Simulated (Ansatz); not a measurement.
C2H8OSi2 (SMILES CC(=O)[SiH2][SiH3])

Input file:

```
crystal:
  periodic: [false, false, false]
  atoms:
    - {symbol: C, position_ang: [-2.085865, 0.282136, 0.462179]}
    - {symbol: C, position_ang: [-0.961819, 0.789996, -0.395290]}
    - {symbol: O, position_ang: [-1.140365, 1.197325, -1.518563]}
    - {symbol: Si, position_ang: [0.852329, 0.744208, 0.288756]}
    - {symbol: Si, position_ang: [1.844020, -1.226859, -0.490157]}
    - {symbol: H, position_ang: [-2.173817, 0.908048, 1.355793]}
    - {symbol: H, position_ang: [-1.859274, -0.730137, 0.812442]}
    - {symbol: H, position_ang: [-3.024629, 0.287833, -0.092803]}
    - {symbol: H, position_ang: [0.856838, 0.749295, 1.779503]}
    - {symbol: H, position_ang: [1.561117, 1.945359, -0.219337]}
    - {symbol: H, position_ang: [1.843035, -1.243555, -1.975754]}
    - {symbol: H, position_ang: [1.066092, -2.394827, 0.006351]}
    - {symbol: H, position_ang: [3.242739, -1.343521, 0.001781]}
basis:
  gaussian: {orbitals: def2-TZVPP}
hamiltonian: {xc: pbe0, dispersion: d4}
output: {orbitals: {seedname: orbitals}}
```

Command:

```sh
ansatz run in.yaml --threads 4 --pin off --events-out ev --progress --plain --max-ram 10444MiB
```

Geometry: PBE0-D4/def2-TZVP.

Theory: RKS PBE0-D4/def2-TZVPP in Ansatz 0.2.0.

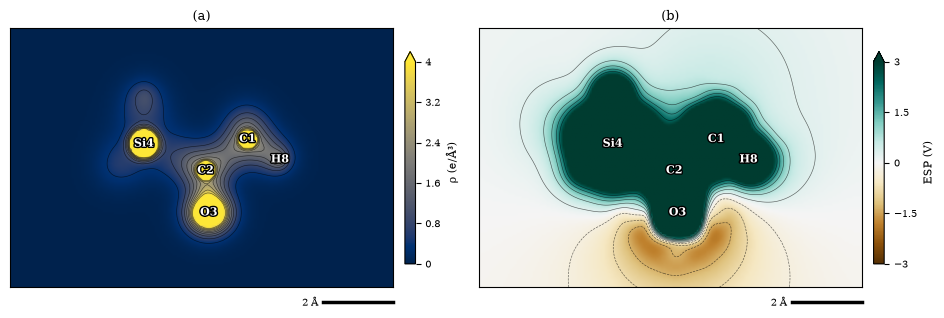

Figure 1. (a) electron density; (b) molecular electrostatic potential on the plane of atoms C2, C1 and H8.

**Describe what can be read from this map.**

- Atoms in the plane: C, O, Si and H.
- C–O (1.21 Å): ρ is about 3.4 e/Å³ halfway.
- C–C (1.50 Å): the density is about 1.8 e/Å³ at the midpoint.
- C–Si (1.94 Å): ρ at the midpoint is about 0.9 e/Å³.
- C–H (1.09 Å): the density is about 2 e/Å³ at the midpoint.
- Outside the dense part of the molecule the potential is most negative (−1.9 V) near O3.

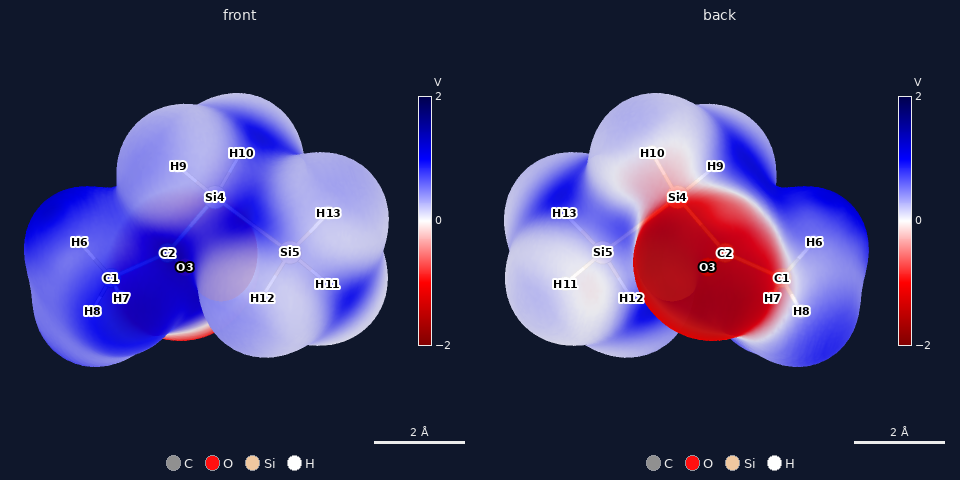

Figure 2. The molecular electrostatic potential painted on the density surface at 0.002 e/bohr³, seen from the front and from behind; the colour scale runs from red (negative) to blue (positive).

**Describe the electrostatic potential map.**

The most negative region (about −1.5 V) lies over O3, the most positive (about +1.2 V) over Si4, H6 and H7. O3 is the likeliest acceptor of a hydrogen bond.

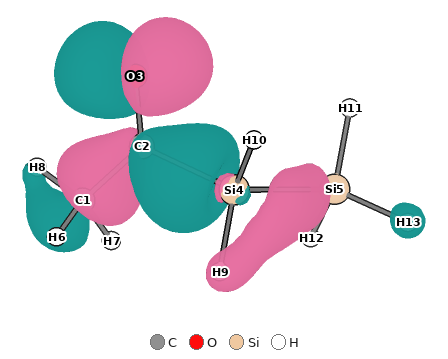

Figure 3. One frontier orbital at ±0.1 Å⁻³ᐟ² (teal and pink are the two phases), seen from one side.

**Which orbital is it: HOMO or LUMO?**

The HOMO, at −6.89 eV. It lies mainly on O3 (about 45 %), C2 (about 15 %), Si4 (about 15 %) and C1 (about 10 %).
